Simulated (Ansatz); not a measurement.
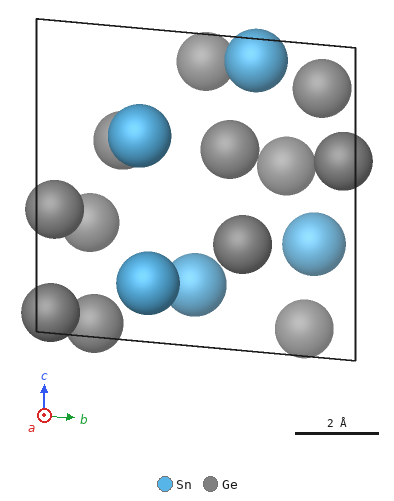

Starting frame of a dynamics run of an amorphous cell of composition Sn$_{5}$Ge$_{12}$ (17 atoms in the cell). It starts from the last geometry of an earlier run, with fresh velocities. Style: spheres-only. Shown: the simulation cell, along the a axis.

Level of theory: DFT PBE, scalar-relativistic, plane waves, PAW in Ansatz.

Input file:
```yaml
crystal:
  lattice:
    - [7.081566, -0.073508, 0.030664]
    - [-0.073508, 7.715024, -0.346972]
    - [0.030664, -0.346972, 7.536843]
  atoms:
    - { symbol: Sn, position: [0.3102941574, 0.8701029885, 0.3608174993] }
    - { symbol: Sn, position: [0.8859889035, 0.3496924752, 0.1875603201] }
    - { symbol: Sn, position: [0.6461749898, 0.6884552304, 0.930698464] }
    - { symbol: Sn, position: [0.3941812733, 0.4964493064, 0.1960453318] }
    - { symbol: Sn, position: [0.8579932651, 0.3231958445, 0.6560179385] }
    - { symbol: Ge, position: [0.3828331095, 0.1806324137, 0.0434197883] }
    - { symbol: Ge, position: [0.3496639447, 0.8953322663, 0.8607413398] }
    - { symbol: Ge, position: [0.7529511473, 0.9619357128, 0.6342479508] }
    - { symbol: Ge, position: [0.1177256805, 0.1678414526, 0.3647574727] }
    - { symbol: Ge, position: [0.718568586, 0.6461664294, 0.3389398623] }
    - { symbol: Ge, position: [0.2562023393, 0.2705321472, 0.6371230088] }
    - { symbol: Ge, position: [0.6137070551, 0.0568617927, 0.3966088526] }
    - { symbol: Ge, position: [0.0885220375, 0.5312374096, 0.9131361812] }
    - { symbol: Ge, position: [0.0110414908, 0.8395285064, 0.0872261571] }
    - { symbol: Ge, position: [0.0592569391, 0.7837223583, 0.6024101414] }
    - { symbol: Ge, position: [0.7573587822, 0.044419916, 0.0657654145] }
    - { symbol: Ge, position: [0.3749282573, 0.60636569, 0.6388649216] }
  symmetry: { detect: false }
basis:
  ecutwfc: 420
  xc_grid: 1
kpoints:
  mp_grid: { grid: [1, 1, 1], shift: [0.25, 0.25, 0.25] }
hamiltonian:
  xc: pbe
scf:
  occupations: { method: fermi_dirac, width: 0.1034 }
  lower_state_search: "off"
  convergence: { dr2_threshold: 1.0e-05 }
output:
  forces: true
  stress: true
md:
  timestep: 3.0
  n_steps: 74
  ensemble: nvt_langevin
  friction: 0.015
  temperature: 1200.0
  initial_velocities: maxwell_boltzmann
  seed: 82259
```

Run as
```bash
ansatz run input.yaml --threads 2 --pin off --max-ram 5120MiB --backend cpu --events-out ev --progress --plain --runs-dir out
```

Predict how the run goes.

The mean temperature in the second half is 1117 K (standard deviation 115 K). The potential energy is still drifting at the end, so the run hasn't reached equilibrium. The potential energy in the second half lies on average 46.7 meV per atom below the first frame. The mean pressure there is 2.9 GPa. In the second half of the run the atoms are, in the root-mean-square, this far from where they began (common drift taken out): Ge 0.56 Å, Sn 0.42 Å. Against the typical shortest distance between atoms in the first frame, about 2.6 Å these are large excursions, but over 222 fs one can't yet tell strong vibration from the start of diffusion.

Along the run (each row but the first and the last is the mean over the interval that it begins):

```tsv
time (fs)	potential energy (meV/atom)	T (K)	p (GPa)
0.0	0.0	1129	4.6
21.0	30.7	1202	5.8
42.0	-8.1	1453	4.5
63.0	-55.6	1288	2.4
84.0	-64.0	1193	1.6
105.0	-56.2	1174	1.7
126.0	-54.0	1035	2.1
147.0	-59.3	1162	2.7
168.0	-47.9	1089	3.2
189.0	-29.9	1092	3.7
210.0	-30.7	1142	3.8
```

The paths of the atoms:

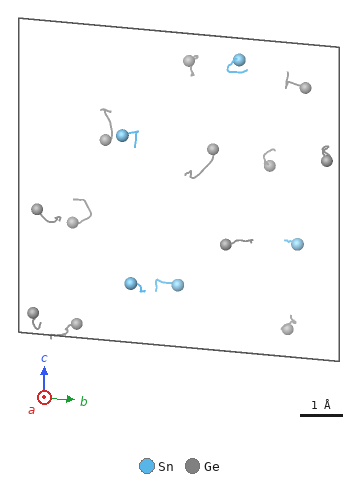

Limits of the set-up: the periodic images lie only 7.1 Å apart, so the values are limited by the cell's size.

Cost: 3.9 min on 2 threads of Arm Neoverse V2 (shared host), peak memory 0.64 GiB.
